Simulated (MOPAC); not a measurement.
## C2H7AlFN (charge +1): geometry relaxation (part 3 of 3)

The same run, continued: C2H7AlFN, charge +1, multiplicity 2; MNDO, unrestricted (MOPAC 23.2.5). The starting geometry was optimised with MNDO.

Geometry of the input (Å):
```
C  -0.5821  0.7372  1.3245
C  0.5054  0.9236  0.2766
Al 0.6981  -0.3317  -1.0598
N  -0.2650  -1.7211  -1.2651
F  1.8454  -0.1776  -2.1663
H  -0.5718  1.5694  2.0603
H  -0.4477  -0.2051  1.8953
H  -1.5942  0.7160  0.8697
H  1.4890  0.9992  0.7953
H  0.3519  1.9080  -0.2234
H  -0.1482  -2.3858  -1.9897
H  -1.0200  -1.9848  -0.6830
```

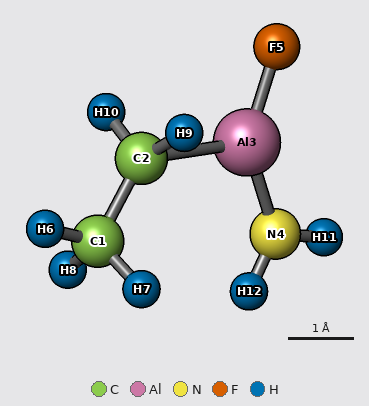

The geometry at step 44 of the log (ball-and-stick view, seen at a tilt; atoms are numbered from 1 in the order of the input).

### Trajectory as extended XYZ, continued
```
12
Properties=species:S:1:pos:R:3:forces:R:3 step=32 energy=3.52943
C    -0.6134    0.7793    1.4004   -0.0095   0.0118  -0.0018
C     0.4409    0.9222    0.3621   -0.0006   0.0109  -0.0083
Al    0.7611   -0.4579   -1.2538    0.0062   0.0081   0.0229
N    -0.3172   -1.7250   -1.2161    0.0117  -0.0017  -0.0036
F     1.9624    0.0012   -2.1428   -0.0112  -0.0030   0.0022
H    -0.5484    1.6574    2.0885    0.0068  -0.0116   0.0069
H    -0.4819   -0.1352    2.0144   -0.0059   0.0088   0.0014
H    -1.6340    0.7790    0.9659   -0.0157  -0.0103   0.0095
H     1.4808    0.7172    0.6790    0.0145  -0.0033  -0.0086
H     0.2718    1.6936   -0.4139    0.0101  -0.0056  -0.0093
H    -0.2797   -2.4722   -1.8742   -0.0085  -0.0026  -0.0044
H    -1.0582   -1.8720   -0.5733    0.0023  -0.0014  -0.0069
12
Properties=species:S:1:pos:R:3:forces:R:3 step=34 energy=3.52922
C    -0.6120    0.7880    1.4059    0.0068  -0.0068  -0.0017
C     0.4362    0.9230    0.3596   -0.0151  -0.0129   0.0092
Al    0.7606   -0.4598   -1.2475    0.0004  -0.0139  -0.0124
N    -0.3144   -1.7302   -1.2277    0.0009  -0.0150   0.0123
F     1.9607   -0.0008   -2.1384   -0.0025   0.0038   0.0023
H    -0.5361    1.6668    2.0916   -0.0097   0.0080  -0.0044
H    -0.4792   -0.1230    2.0245    0.0116  -0.0135  -0.0005
H    -1.6376    0.7839    0.9830    0.0083   0.0184  -0.0066
H     1.4779    0.7143    0.6711   -0.0009   0.0071   0.0006
H     0.2659    1.6897   -0.4209   -0.0026   0.0011   0.0045
H    -0.2789   -2.4660   -1.8992    0.0000   0.0136   0.0014
H    -1.0504   -1.8929   -0.5828    0.0026   0.0100  -0.0047
12
Properties=species:S:1:pos:R:3:forces:R:3 step=35 energy=3.52913
C    -0.6124    0.7849    1.4036    0.0016  -0.0010   0.0007
C     0.4379    0.9228    0.3603   -0.0049  -0.0038  -0.0003
Al    0.7609   -0.4595   -1.2492    0.0024  -0.0035  -0.0008
N    -0.3154   -1.7285   -1.2235    0.0075  -0.0052   0.0063
F     1.9609    0.0005   -2.1397   -0.0028   0.0008   0.0007
H    -0.5403    1.6631    2.0905   -0.0033   0.0019   0.0007
H    -0.4797   -0.1276    2.0202    0.0027  -0.0044   0.0004
H    -1.6362    0.7825    0.9766   -0.0011   0.0067  -0.0007
H     1.4791    0.7155    0.6736    0.0031   0.0032  -0.0019
H     0.2684    1.6911   -0.4188    0.0002  -0.0007   0.0003
H    -0.2795   -2.4680   -1.8905   -0.0025   0.0027  -0.0051
H    -1.0536   -1.8851   -0.5798   -0.0028   0.0034  -0.0003
12
Properties=species:S:1:pos:R:3:forces:R:3 step=37 energy=3.52910
C    -0.6120    0.7868    1.4050   -0.0011   0.0018   0.0012
C     0.4364    0.9218    0.3595    0.0090   0.0050  -0.0013
Al    0.7611   -0.4611   -1.2484    0.0020   0.0019   0.0006
N    -0.3143   -1.7306   -1.2250    0.0041  -0.0001  -0.0014
F     1.9604    0.0017   -2.1380    0.0038  -0.0004  -0.0044
H    -0.5377    1.6661    2.0905    0.0014  -0.0039   0.0011
H    -0.4784   -0.1255    2.0219   -0.0058   0.0022  -0.0010
H    -1.6367    0.7870    0.9800    0.0016  -0.0026   0.0016
H     1.4783    0.7148    0.6711   -0.0009   0.0000   0.0020
H     0.2669    1.6893   -0.4203   -0.0061   0.0007  -0.0007
H    -0.2810   -2.4654   -1.8973   -0.0057  -0.0004   0.0027
H    -1.0529   -1.8879   -0.5821   -0.0024  -0.0040  -0.0002
12
Properties=species:S:1:pos:R:3:forces:R:3 step=38 energy=3.52909
C    -0.6122    0.7863    1.4047    0.0013   0.0005  -0.0003
C     0.4368    0.9221    0.3598    0.0034   0.0026   0.0000
Al    0.7611   -0.4606   -1.2486    0.0025   0.0007  -0.0005
N    -0.3145   -1.7300   -1.2244    0.0039  -0.0009   0.0010
F     1.9606    0.0013   -2.1387    0.0013  -0.0005  -0.0021
H    -0.5386    1.6651    2.0907    0.0005  -0.0016   0.0011
H    -0.4789   -0.1262    2.0212   -0.0033   0.0000  -0.0003
H    -1.6366    0.7858    0.9791    0.0007   0.0000   0.0003
H     1.4786    0.7150    0.6718   -0.0004   0.0010   0.0008
H     0.2673    1.6898   -0.4199   -0.0039   0.0001  -0.0001
H    -0.2807   -2.4660   -1.8954   -0.0044   0.0000   0.0001
H    -1.0532   -1.8869   -0.5815   -0.0015  -0.0019   0.0000
12
Properties=species:S:1:pos:R:3:forces:R:3 step=40 energy=3.52909
C    -0.6123    0.7862    1.4047    0.0008  -0.0011  -0.0003
C     0.4371    0.9226    0.3601   -0.0029  -0.0010  -0.0002
Al    0.7613   -0.4604   -1.2486    0.0018  -0.0020   0.0002
N    -0.3141   -1.7302   -1.2240   -0.0023   0.0000  -0.0003
F     1.9606    0.0007   -2.1394   -0.0006   0.0002   0.0008
H    -0.5390    1.6644    2.0916    0.0013   0.0001   0.0003
H    -0.4796   -0.1267    2.0206   -0.0011  -0.0015  -0.0001
H    -1.6367    0.7860    0.9788    0.0011   0.0015  -0.0006
H     1.4787    0.7157    0.6725    0.0001   0.0023  -0.0007
H     0.2668    1.6900   -0.4197   -0.0005   0.0002   0.0002
H    -0.2814   -2.4655   -1.8958   -0.0007   0.0005  -0.0001
H    -1.0537   -1.8869   -0.5819    0.0030   0.0008   0.0009
12
Properties=species:S:1:pos:R:3:forces:R:3 step=41 energy=3.52909
C    -0.6123    0.7863    1.4047    0.0004  -0.0008  -0.0002
C     0.4370    0.9226    0.3601   -0.0019  -0.0006  -0.0003
Al    0.7614   -0.4606   -1.2486    0.0013  -0.0014   0.0001
N    -0.3140   -1.7303   -1.2241   -0.0021   0.0001  -0.0003
F     1.9606    0.0008   -2.1393   -0.0002   0.0000   0.0007
H    -0.5387    1.6645    2.0917    0.0015  -0.0002   0.0003
H    -0.4797   -0.1266    2.0207   -0.0013  -0.0012  -0.0002
H    -1.6366    0.7864    0.9790    0.0007   0.0010  -0.0005
H     1.4787    0.7158    0.6724    0.0003   0.0021  -0.0006
H     0.2667    1.6900   -0.4198   -0.0008   0.0001   0.0000
H    -0.2816   -2.4653   -1.8962   -0.0010   0.0004   0.0000
H    -1.0536   -1.8871   -0.5820    0.0032   0.0007   0.0008
12
Properties=species:S:1:pos:R:3:forces:R:3 step=43 energy=3.52908
C    -0.6121    0.7869    1.4051   -0.0013   0.0003   0.0000
C     0.4364    0.9228    0.3598    0.0014   0.0007  -0.0006
Al    0.7618   -0.4614   -1.2482   -0.0011   0.0011   0.0005
N    -0.3139   -1.7309   -1.2246   -0.0016   0.0017  -0.0007
F     1.9605    0.0012   -2.1389    0.0012  -0.0009   0.0003
H    -0.5375    1.6647    2.0925    0.0019  -0.0016   0.0000
H    -0.4800   -0.1265    2.0206   -0.0009  -0.0004  -0.0009
H    -1.6366    0.7881    0.9798   -0.0015  -0.0003   0.0002
H     1.4784    0.7168    0.6717    0.0012   0.0004  -0.0002
H     0.2655    1.6897   -0.4202   -0.0015  -0.0006  -0.0005
H    -0.2828   -2.4643   -1.8986   -0.0013  -0.0004   0.0010
H    -1.0530   -1.8885   -0.5822    0.0035  -0.0001   0.0011
12
Properties=species:S:1:pos:R:3:forces:R:3 step=44 energy=3.52908
C    -0.6122    0.7866    1.4050   -0.0011  -0.0002  -0.0004
C     0.4366    0.9229    0.3599    0.0005   0.0004  -0.0005
Al    0.7619   -0.4613   -1.2482   -0.0011   0.0008   0.0001
N    -0.3141   -1.7306   -1.2244   -0.0005   0.0006   0.0002
F     1.9605    0.0010   -2.1391    0.0010  -0.0006   0.0004
H    -0.5377    1.6641    2.0926    0.0020  -0.0010   0.0000
H    -0.4803   -0.1270    2.0202   -0.0003  -0.0008  -0.0007
H    -1.6366    0.7879    0.9794   -0.0018   0.0003   0.0002
H     1.4785    0.7170    0.6718    0.0009   0.0006  -0.0002
H     0.2655    1.6898   -0.4202   -0.0009  -0.0005  -0.0005
H    -0.2828   -2.4645   -1.8978   -0.0013   0.0004   0.0006
H    -1.0529   -1.8880   -0.5816    0.0025   0.0000   0.0008
12
Properties=species:S:1:pos:R:3:forces:R:3 step=46 energy=3.52907
C    -0.6123    0.7860    1.4046   -0.0012  -0.0007  -0.0013
C     0.4365    0.9235    0.3596   -0.0012   0.0001  -0.0005
Al    0.7627   -0.4617   -1.2479   -0.0031   0.0016  -0.0006
N    -0.3145   -1.7299   -1.2241    0.0024  -0.0004   0.0023
F     1.9608    0.0008   -2.1394    0.0015  -0.0004   0.0008
H    -0.5368    1.6618    2.0943    0.0022  -0.0004  -0.0004
H    -0.4819   -0.1290    2.0179    0.0026  -0.0014  -0.0006
H    -1.6366    0.7893    0.9789   -0.0027   0.0012   0.0004
H     1.4789    0.7197    0.6714   -0.0007   0.0001   0.0002
H     0.2638    1.6897   -0.4207    0.0011  -0.0010  -0.0009
H    -0.2849   -2.4638   -1.8976   -0.0003   0.0018  -0.0001
H    -1.0513   -1.8878   -0.5792   -0.0005  -0.0004   0.0005
12
Properties=species:S:1:pos:R:3:forces:R:3 step=47 energy=3.52906
C    -0.6122    0.7863    1.4047   -0.0002   0.0011  -0.0002
C     0.4361    0.9236    0.3592   -0.0013   0.0014  -0.0009
Al    0.7625   -0.4619   -1.2477   -0.0025   0.0021   0.0005
N    -0.3142   -1.7306   -1.2242    0.0005   0.0004  -0.0006
F     1.9608    0.0009   -2.1387    0.0019  -0.0008  -0.0001
H    -0.5351    1.6617    2.0948    0.0016  -0.0017   0.0006
H    -0.4818   -0.1293    2.0172    0.0004  -0.0003  -0.0008
H    -1.6370    0.7911    0.9801    0.0004  -0.0006  -0.0001
H     1.4788    0.7208    0.6710   -0.0015  -0.0010  -0.0001
H     0.2630    1.6894   -0.4215    0.0002  -0.0011  -0.0004
H    -0.2860   -2.4623   -1.9001   -0.0003   0.0007   0.0015
H    -1.0507   -1.8894   -0.5792    0.0009  -0.0001   0.0009
12
Properties=species:S:1:pos:R:3:forces:R:3 step=49 energy=3.52906
C    -0.6125    0.7849    1.4037    0.0011   0.0008   0.0009
C     0.4353    0.9246    0.3580   -0.0031   0.0003  -0.0003
Al    0.7629   -0.4614   -1.2477   -0.0003  -0.0006   0.0004
N    -0.3142   -1.7296   -1.2225    0.0001  -0.0009   0.0016
F     1.9623   -0.0003   -2.1383    0.0001   0.0001  -0.0005
H    -0.5312    1.6557    2.0992    0.0010  -0.0014   0.0001
H    -0.4844   -0.1348    2.0107    0.0000   0.0007   0.0001
H    -1.6379    0.7958    0.9806    0.0042  -0.0011   0.0001
H     1.4789    0.7263    0.6698   -0.0056  -0.0011  -0.0007
H     0.2591    1.6882   -0.4241    0.0017   0.0025  -0.0008
H    -0.2912   -2.4589   -1.9012    0.0012  -0.0001   0.0001
H    -1.0467   -1.8904   -0.5734   -0.0006   0.0007  -0.0011
12
Properties=species:S:1:pos:R:3:forces:R:3 step=50 energy=3.52905
C    -0.6124    0.7854    1.4041    0.0008   0.0001  -0.0006
C     0.4356    0.9241    0.3585   -0.0021   0.0005   0.0000
Al    0.7627   -0.4615   -1.2478   -0.0005   0.0003  -0.0001
N    -0.3142   -1.7299   -1.2231    0.0007  -0.0001   0.0011
F     1.9618    0.0001   -2.1385    0.0003  -0.0003  -0.0001
H    -0.5329    1.6582    2.0973    0.0011  -0.0002   0.0007
H    -0.4832   -0.1325    2.0135    0.0002  -0.0004   0.0003
H    -1.6375    0.7935    0.9803    0.0018  -0.0005  -0.0002
H     1.4787    0.7236    0.6703   -0.0031  -0.0006  -0.0003
H     0.2609    1.6887   -0.4231    0.0006   0.0013  -0.0007
H    -0.2888   -2.4604   -1.9003    0.0005  -0.0005  -0.0002
H    -1.0485   -1.8897   -0.5757   -0.0005   0.0003   0.0001
12
Properties=species:S:1:pos:R:3:forces:R:3 step=52 energy=3.52904
C    -0.6123    0.7854    1.4041    0.0002   0.0000   0.0000
C     0.4355    0.9240    0.3584   -0.0002   0.0003  -0.0003
Al    0.7624   -0.4612   -1.2480    0.0007  -0.0004  -0.0001
N    -0.3142   -1.7298   -1.2230    0.0000  -0.0004   0.0002
F     1.9619    0.0000   -2.1385   -0.0002  -0.0002  -0.0002
H    -0.5331    1.6584    2.0970    0.0004  -0.0001   0.0002
H    -0.4829   -0.1323    2.0139    0.0003  -0.0005  -0.0002
H    -1.6374    0.7928    0.9803   -0.0006   0.0006   0.0003
H     1.4784    0.7227    0.6704    0.0001  -0.0005  -0.0006
H     0.2615    1.6888   -0.4230   -0.0008   0.0013   0.0005
H    -0.2882   -2.4608   -1.8998    0.0002  -0.0003   0.0002
H    -1.0488   -1.8893   -0.5760   -0.0002   0.0002   0.0000
12
Properties=species:S:1:pos:R:3:forces:R:3 step=53 energy=3.52904
C    -0.6123    0.7853    1.4041    0.0001   0.0000   0.0003
C     0.4354    0.9241    0.3583    0.0001   0.0002  -0.0003
Al    0.7624   -0.4611   -1.2480    0.0007  -0.0006   0.0000
N    -0.3141   -1.7298   -1.2228    0.0000  -0.0004   0.0001
F     1.9620    0.0000   -2.1384   -0.0002  -0.0001  -0.0003
H    -0.5328    1.6579    2.0974    0.0003  -0.0002  -0.0001
H    -0.4830   -0.1326    2.0134    0.0004  -0.0003  -0.0002
H    -1.6374    0.7931    0.9803   -0.0010   0.0007   0.0004
H     1.4783    0.7230    0.6702    0.0006  -0.0006  -0.0006
H     0.2613    1.6889   -0.4231   -0.0010   0.0014   0.0006
H    -0.2885   -2.4606   -1.8998    0.0003  -0.0004   0.0002
H    -1.0486   -1.8893   -0.5757   -0.0002   0.0002   0.0000
12
Properties=species:S:1:pos:R:3:forces:R:3 step=55 energy=3.52904
C    -0.6123    0.7851    1.4040   -0.0003   0.0000   0.0004
C     0.4350    0.9246    0.3579    0.0009  -0.0003   0.0000
Al    0.7626   -0.4612   -1.2479    0.0000  -0.0003  -0.0001
N    -0.3141   -1.7298   -1.2225    0.0001  -0.0001   0.0001
F     1.9622   -0.0003   -2.1382   -0.0001   0.0000  -0.0005
H    -0.5318    1.6565    2.0987    0.0005  -0.0002  -0.0007
H    -0.4834   -0.1340    2.0118    0.0006   0.0001  -0.0001
H    -1.6375    0.7944    0.9806   -0.0018   0.0005   0.0005
H     1.4782    0.7239    0.6693    0.0009  -0.0005  -0.0002
H     0.2603    1.6895   -0.4233   -0.0010   0.0012   0.0005
H    -0.2896   -2.4599   -1.9002    0.0006  -0.0005   0.0002
H    -1.0480   -1.8895   -0.5748   -0.0004   0.0000  -0.0002
12
Properties=species:S:1:pos:R:3:forces:R:3 step=56 energy=3.52904
C    -0.6123    0.7856    1.4044    0.0004   0.0003   0.0002
C     0.4355    0.9239    0.3585   -0.0009   0.0006  -0.0003
Al    0.7623   -0.4611   -1.2482    0.0004  -0.0004   0.0003
N    -0.3140   -1.7300   -1.2232    0.0000  -0.0004   0.0000
F     1.9619    0.0001   -2.1384   -0.0002   0.0001  -0.0002
H    -0.5334    1.6593    2.0964    0.0002  -0.0006   0.0004
H    -0.4823   -0.1315    2.0149   -0.0001   0.0000  -0.0005
H    -1.6375    0.7923    0.9806    0.0009   0.0001   0.0000
H     1.4782    0.7214    0.6701   -0.0005   0.0001  -0.0003
H     0.2619    1.6896   -0.4222   -0.0003  -0.0001   0.0000
H    -0.2873   -2.4615   -1.8994    0.0000   0.0002   0.0005
H    -1.0494   -1.8891   -0.5769    0.0002   0.0001   0.0001
```

### Key numbers

| quantity | value |
| --- | --- |
| outcome | converged |
| total energy | −39.849236 hartree |
| dispersion energy | 0.000000 hartree |
| heat of formation | 81.38 kcal/mol |
| basis functions | 27 |
| largest force | 0.001 eV/Å |
| ⟨S²⟩ | 0.756 |
| peak memory | 0.092 GiB |

### Remarks

MOPAC's energies along a path are heats of formation.
